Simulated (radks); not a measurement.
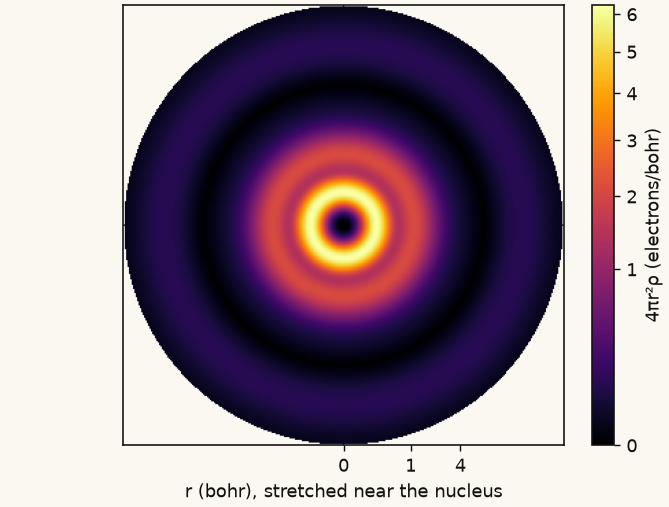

Fig. 1: The radial density 4πr²ρ as a disc about the nucleus, with the radius drawn as r to the power 0.4. There are 3 maxima, at r = 0.172, 1.15 and 11.9 bohr, parted by a minimum at 0.627 bohr, inside which lie 2.1 electrons. The outermost maximum is faint.

# Run report: C, atomic calculation

The neutral carbon atom in the configuration [He] 2s2 2p1 4s1 (high spin). Computed at this level: non-relativistic Kohn-Sham, PBE, spin-polarised, spherical densities, point nucleus (the in-house radial solver radks).

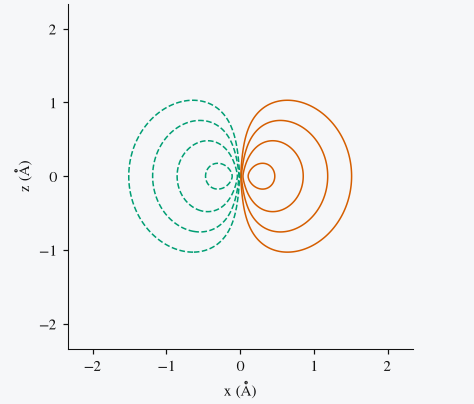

Fig. 2: One occupied orbital of up spin is shown. In the xz plane through the nucleus, contours of ψ are drawn, solid for positive and dashed for negative values, each about twice the one before. (1 bohr = 0.529 Å.) The radial function comes from the spherical calculation and is multiplied by a real spherical harmonic; the overall sign is chosen so that the largest lobe of P(r) is positive. It is 2p(x) of up spin. It has the nodal plane yz and no radial node. The maximum of P² lies at 1.11 bohr, ⟨r⟩ = 1.49 bohr, 90 % of the charge lies within 2.50 bohr, and the eigenvalue is −15.0 eV, with 1 electron in the shell for this spin.

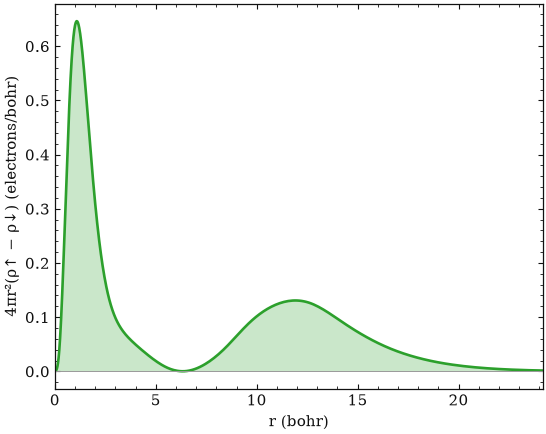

Fig. 3: The radial spin density. The curve integrates to 2 unpaired electrons, held by 2p (+1) and 4s (+1). Its largest value, 0.646 electrons/bohr, lies near r = 1.1 bohr. Regions of the opposite sign are negligible. At the nucleus the spin density is 0.0571 bohr⁻³.

Input and output of the run follow.

Input file:
```
Z 6
configuration [He] 2s2 2p1 4s1
relativity non-relativistic
functional pbe,pbe
spin polarised
nucleus point
```

Energies in input and log are in hartree, lengths in bohr.

Log:
```
1s      1   1.0000         -10.49377049
2s      1   1.0000          -0.87266901
2p      1   1.0000          -0.55095884
4s      1   1.0000          -0.04234668
1s      2   1.0000         -10.47317607
2s      2   1.0000          -0.80566794
2p      2   0.0000          -0.48667845
4s      2   0.0000           0.00014376
Etot -37.43294487780939
Ekin 37.32437733569939
Encl -85.47194905139139
Eh 15.543708284671268
Exc -4.8290814467886545
err 1.2503389402903128e-09
it 19
```

Orbitals:

```csv
orbital,occupation,energy (eV),⟨r⟩ (bohr),outer maximum (bohr)
1s up,1,−285.550,0.2709,0.174
1s down,1,−284.990,0.2705,0.174
2s up,1,−23.747,1.457,1.17
2s down,1,−21.923,1.479,1.18
2p up,1,−14.992,1.494,1.11
2p down,0,−13.243,1.534,1.12
4s up,1,−1.152,11.98,11.9
```

Slater integrals of the outer shells (hartree):

| integral | value |
| --- | --- |
| F0(4s,4s) | 0.0749 |
| F0(4s,2p) | 0.1045 |
| G1(4s,2p) | 0.0037 |
| F0(4s,2s) | 0.1046 |
| G0(4s,2s) | 0.0028 |
| F0(4s,1s) | 0.1096 |
| G0(4s,1s) | 0.0014 |
| F0(2p,2p) | 0.6146 |
| F2(2p,2p) | 0.2828 |
| F0(2p,2s) | 0.6166 |
| G1(2p,2s) | 0.3808 |
| F0(2p,1s) | 0.8701 |
| G1(2p,1s) | 0.0901 |
| F0(2s,2s) | 0.6225 |
| F0(2s,1s) | 0.8773 |
| G0(2s,1s) | 0.0656 |
| F0(1s,1s) | 3.4841 |

Key numbers:

```tsv
quantity	value
outcome	converged
total energy	−37.432945 hartree
kinetic energy	37.324377 hartree
electron–nucleus energy	−85.471949 hartree
Hartree energy	15.543708 hartree
exchange–correlation energy	−4.829081 hartree
radius at density 0.001 e/bohr³	3.30 bohr
SCF iterations	19
hardware	1 CPU thread, shared host
```

Remarks:

This is an excited configuration.
